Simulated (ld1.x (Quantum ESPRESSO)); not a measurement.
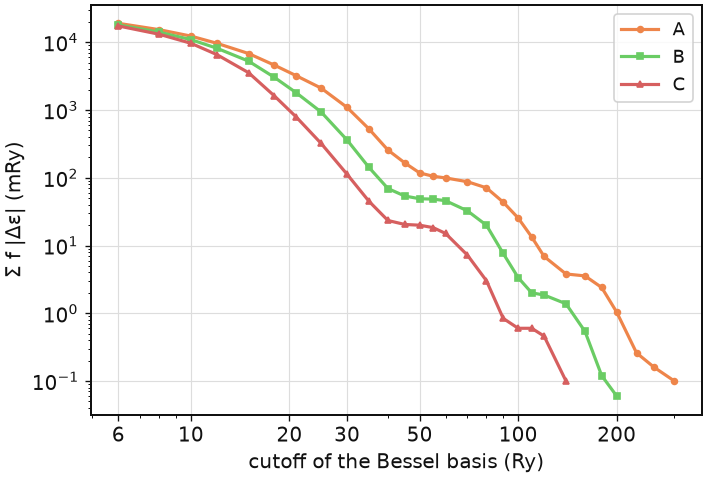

The occupation-weighted error of the valence levels in a spherical-Bessel basis for 3 variants of one potential.

Base settings:

```yaml
element: rhodium (Rh)
generator: ld1.x (Quantum ESPRESSO) 7.5
type: norm-conserving RRKJ (Kleinman–Bylander form)
functional: PBE
relativity: scalar-relativistic
frozen_core: [Ar] 3d10
valence_charge: 17
reference_configuration: 4s2 4p6 4d8 5s0 5p0 (charge +1)
partial_waves: 4p (bound): rc 1.50 bohr; 4d (bound): rc 1.85 bohr; 4s (bound): rc 1.10 bohr
local_potential: the s channel
core_correction: Bessel-smoothed model core inside 1.00 bohr
```

**The variants differ in the scale factor on all radii: 0.98, 1.16, 1.33. Which curve belongs to which value?**

A: 0.98; B: 1.16; C: 1.33.
